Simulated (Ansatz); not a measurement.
**HF/def2-SVP run of GeSiH5Cl (SMILES [SiH3][GeH2][Cl])**

What is the vertical singlet–triplet gap of GeSiH5Cl at HF/def2-SVP? 

The results are computed with Ansatz 0.2.0.

57 further runs of the same task are left out: 57 set aside as unsound or not needed.

## (1) The system as given

GeSiH5Cl has 8 atoms, charge 0, and is taken as a singlet. SMILES: `[SiH3][GeH2][Cl]`. The shape is that of a PBE0-D4/def2-TZVP optimisation.

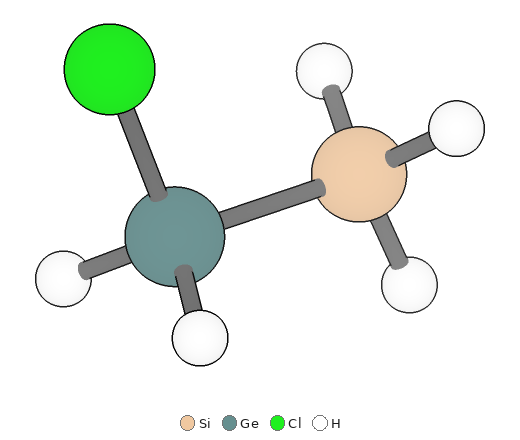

The structure, seen from a chosen angle (silicon light orange, germanium teal, chlorine green, hydrogen white).

## (2) The energy at HF/def2-SVP

in.yaml reads:

```yaml
basis:
  gaussian: {orbitals: def2-SVP}
crystal:
  periodic: [false, false, false]
  atoms:
    - {symbol: Si, position_ang: [-0.863600, 0.827300, -0.302500]}
    - {symbol: Ge, position_ang: [0.738300, -0.882000, 0.118400]}
    - {symbol: Cl, position_ang: [1.963100, -0.183700, 1.766200]}
    - {symbol: H, position_ang: [-1.744900, 0.416200, -1.427300]}
    - {symbol: H, position_ang: [-0.149800, 2.078700, -0.658900]}
    - {symbol: H, position_ang: [-1.678500, 1.035600, 0.920200]}
    - {symbol: H, position_ang: [1.703100, -1.135200, -1.051200]}
    - {symbol: H, position_ang: [0.124600, -2.213900, 0.579200]}
magnetization: {spin_polarized: false, initial_magnetization: 0}
hamiltonian: {xc: hf}
accuracy: high
output: {orbitals: {seedname: orbitals}}
```

Run with:

```bash
$ ansatz run in.yaml --threads 1 --pin off --max-ram 3480MiB --events-out events.jsonl --progress --plain --runs-dir runs
```

Log:

```text
Warning: RAYON_NUM_THREADS=1 ignored (pool sized by the plan → 1); use --threads N
Functional definition: HF
  name "HF"
  exchange = exact_x
  correlation = 0
1916 factors; integrals over basis functions are off by at most 4.8e-9 eV
mean field evaluation 1: about -76904.8366 eV, gradient 1.7e1 eV
mean field evaluation 2: about -76904.8740 eV, gradient 1.7e1 eV
mean field evaluation 4: about -76906.0984 eV, gradient 2.5e0 eV
mean field evaluation 8: about -76906.1189 eV, gradient 5.5e-5 eV
mean field -76906.11892816 eV, -2826.2477417702 hartree, gradient 1.9e-8 eV, S^2 0.000000; 0 other end points of the search recorded, 0 dependent functions left out
reference -76906.11892816 eV, -2826.2477417702 hartree; 34, 34 occupied and 59, 59 virtual orbitals, 1916 factors
Total energy: -76906.11892816 eV, -2826.2477417702 hartree
```

Run time: 1.4 s. Hardware: 1 thread of AMD EPYC 9R45 (Zen 5), shared host; peak memory 0.3 GiB.

## (3) The triplet at the same level

input.yaml reads:

```yaml
crystal:
  periodic: [false, false, false]
  atoms:
    - {symbol: Si, position_ang: [-0.863600, 0.827300, -0.302500]}
    - {symbol: Ge, position_ang: [0.738300, -0.882000, 0.118400]}
    - {symbol: Cl, position_ang: [1.963100, -0.183700, 1.766200]}
    - {symbol: H, position_ang: [-1.744900, 0.416200, -1.427300]}
    - {symbol: H, position_ang: [-0.149800, 2.078700, -0.658900]}
    - {symbol: H, position_ang: [-1.678500, 1.035600, 0.920200]}
    - {symbol: H, position_ang: [1.703100, -1.135200, -1.051200]}
    - {symbol: H, position_ang: [0.124600, -2.213900, 0.579200]}
basis:
  gaussian: {orbitals: def2-SVP}
magnetization: {spin_polarized: true, initial_magnetization: 2}
accuracy: high
hamiltonian: {xc: hf}
output: {orbitals: {seedname: orbitals}}
```

Run with:

```bash
$ ansatz run input.yaml --threads 1 --pin off --max-ram 3480MiB --events-out events.jsonl --progress --plain --runs-dir runs
```

Log (excerpt; [...] marks lines left out):

```text
Warning: RAYON_NUM_THREADS=1 ignored (pool sized by the plan → 1); use --threads N
[... 2 set-up lines as earlier in the session ...]
[...]
1916 factors; integrals over basis functions are off by at most 4.8e-9 eV
[...]
mean field -76899.83286898 eV, -2826.0167333562 hartree, gradient 2.2e-8 eV, S^2 2.013460; 4 other end points of the search recorded, 0 dependent functions left out
reference -76899.83286898 eV, -2826.0167333562 hartree; 35, 33 occupied and 58, 60 virtual orbitals, 1916 factors
Total energy: -76899.83286898 eV, -2826.0167333562 hartree
```

Wall time 11 s (1 thread of AMD EPYC 9R45 (Zen 5), shared host); peak memory 0.6 GiB.

## (4) Outcome

Level: HF/def2-SVP.

| quantity | value |
| --- | --- |
| singlet: total energy | -2826.24774 Eh |
| singlet: HOMO energy | -10.87 eV |
| singlet: LUMO energy | 2.90 eV |
| singlet: HOMO–LUMO gap | 13.77 eV |
| triplet: total energy | -2826.01673 Eh |
| triplet: HOMO energy (highest over α and β) | -4.41 eV |
| triplet: LUMO energy (lowest over α and β) | -2.87 eV |
| triplet: ⟨S²⟩ | 2.013 |
| vertical energy of the triplet above the singlet | 6.286 eV |

**Reading.** At this shape the triplet lies 6.29 eV (145 kcal/mol) above the singlet.
